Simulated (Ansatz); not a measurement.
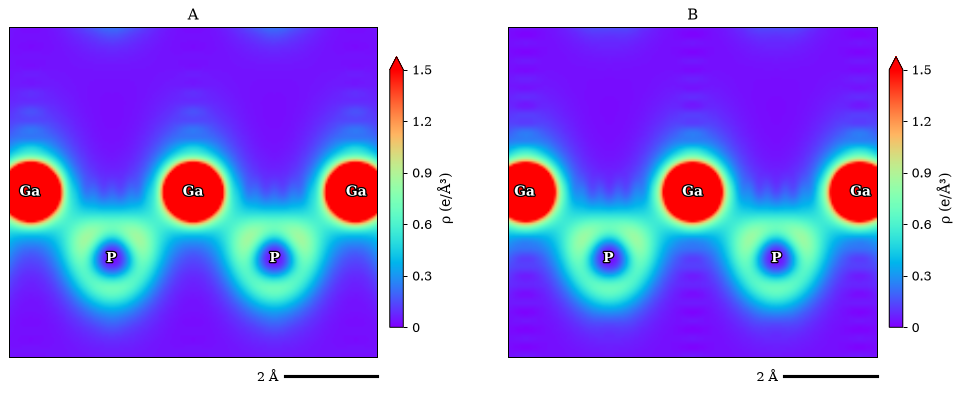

Ga3P. The valence pseudo-density of two cells that differ in size and shape, on the (100) plane of each (indices in the axes of the calculation cell), at one length scale and on one colour scale; one has 19.8 and the other 21.2 Å³ an atom.

Space group P-4m2; a generated structure, not necessarily the stable one.

Theory: DFT PBE, scalar-relativistic, plane waves, PAW (Ansatz 0.2.0).

The larger cell:

```xyz
4
Lattice="3.6307 0.0000 0.0000 0.0000 3.6307 0.0000 0.0000 0.0000 6.4317" Properties=species:S:1:pos:R:3 pbc="T T T"
Ga    1.8154    0.0000    4.9958
Ga    0.0000    1.8154    1.4359
Ga    1.8154    1.8154    3.2159
P     0.0000    0.0000    0.0000
```

The smaller cell: a = 3.527 Å, b = 3.527 Å, c = 6.379 Å, α = 90.00°, β = 90.00°, γ = 90.00°.

**Which is the denser cell? Describe the effect of the change.**

Panel A is the smaller cell, by 6 % in volume. From the larger cell to the smaller, Ga–P goes from 2.31 to 2.27 Å, and the density at its midpoint from 0.58 to 0.62 e/Å³; the pressure goes from 3.4 to 8 GPa.
